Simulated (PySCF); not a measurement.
**Co2(F)4 (Co2F4, multiplicity 7): what the electrons do**

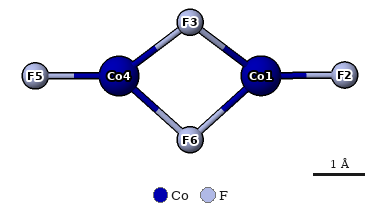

The molecule, with its atoms numbered as below. No frequency check shows the geometry to be a minimum.

Geometry (Å), atoms numbered from 1:

```
Co1      1.4190   -0.0012   -0.0556
F2       3.0933    0.0017   -0.0832
F3      -0.0002    1.2449    0.2501
Co4     -1.4190    0.0012   -0.0556
F5      -3.0933   -0.0017   -0.0832
F6       0.0002   -1.2449    0.2501
```

## 1. Bonding charge

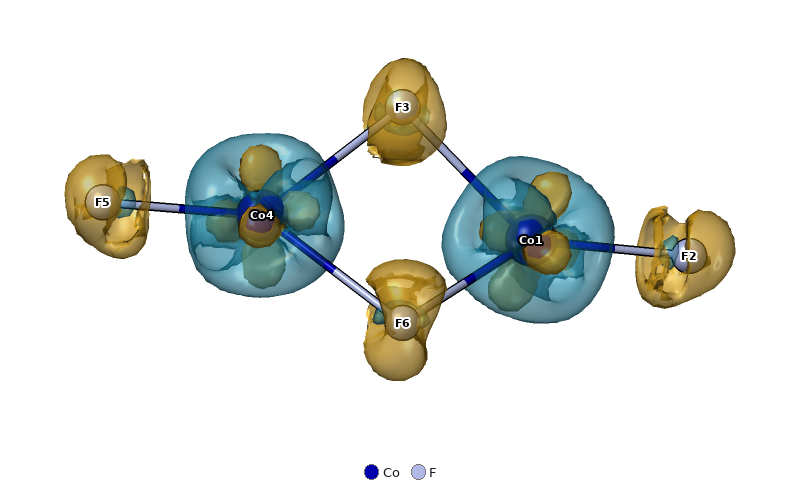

Deformation density (molecule less spherical, spin-averaged free atoms at the same positions), surfaces at ±0.15 e/Å³; yellow: gain, teal: loss.

Computed with PySCF, TPSSh/def2-SVP, geometry: GFN2-xTB. This is a single-reference result, which may miss multireference character in this system. The stability of the open-shell solution wasn't checked. GFN2-xTB doesn't know the spin state, so this open-shell geometry is rough.

Q: Describe the bonding that the map shows.

A: F3–Co4, Co1–F6, Co1–F3 and Co4–F6: −0.07 e/Å³ at the bond critical point (bond length 1.91 Å, Mayer order 0.5); up to 0.6 Å beside the axis the gain reaches +0.12 e/Å³. Co1–F2 and Co4–F5: −0.10 e/Å³ at the bond critical point (bond length 1.68 Å, Mayer order 0.9); up to 0.6 Å beside the axis the gain reaches +0.12 e/Å³. In all, 2.2 electrons gather in the regions of gain relative to the promolecule. A small or negative value marks a very polar bond, one between electron-rich atoms, whose free-atom densities already overlap strongly, a long bond to a heavier atom, or a closed-shell contact such as a hydrogen bond.

Q: Where do the Hirshfeld charges lie?

A: The highest Hirshfeld charge is on Co1 and Co4 (+0.71 e), the lowest on F2 and F5 (−0.36 e).

## 2. Bond critical points

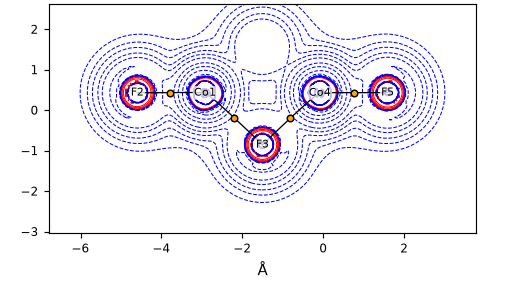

Negative Laplacian of the density (−∇²ρ) in the plane of Co1, F2, F3, Co4 and F5 (solid red lines positive, dashed blue lines negative, contours at ±0.02 to ±8 a.u.), with bond paths and bond critical points (dots).

Q: At which bond critical points in this plane is charge locally concentrated, and at which depleted?

A: At none is it concentrated. Depleted (∇²ρ > 0): Co1–F2 and Co4–F5 (+1.43 a.u., H = −0.020); F3–Co4 and Co1–F3 (+0.63 a.u., H = +0.010). A positive Laplacian with negative H is typical of metal–ligand bonds.

## 3. Local ionisation energy

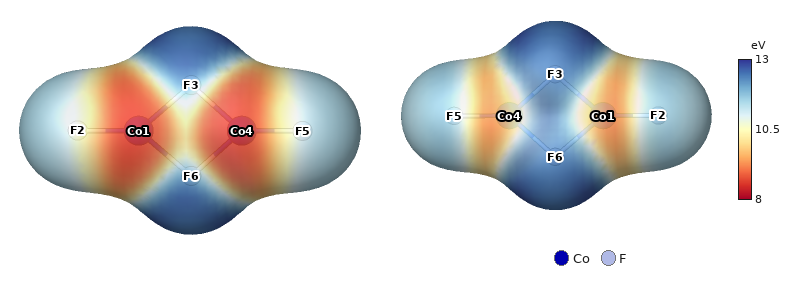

Average local ionisation energy on the surface of electron density 0.001 a.u. (back view left, front view right).

Q: Locate the minima of the map.

A: The lowest value is 8.5 eV, 1.9 Å from Co1, and at like points elsewhere. Further minima include 9.3 eV, 1.9 Å from Co4; 11.3 eV, 1.6 Å from F2, and at like points elsewhere. For comparison, the highest occupied orbital lies at −6.8 eV.

Q: What volume does the surface enclose, and what is the dipole moment?

A: About 95 Å³; the dipole moment is 0.9 D.

## 4. Spin density

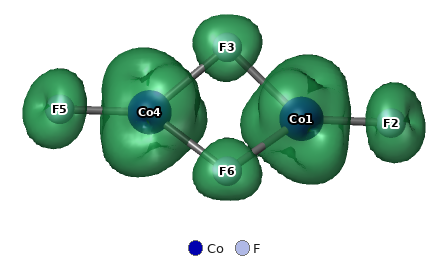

Spin density ρα − ρβ at ±0.03 e/Å³ (green: excess α, purple: excess β).

Q: Where is the unpaired spin?

A: Hirshfeld spin populations: Co1 and Co4 +2.68, F2 and F5 +0.19 and F3 and F6 +0.14. ⟨S²⟩ = 12.01, against 12.00 for a pure state.
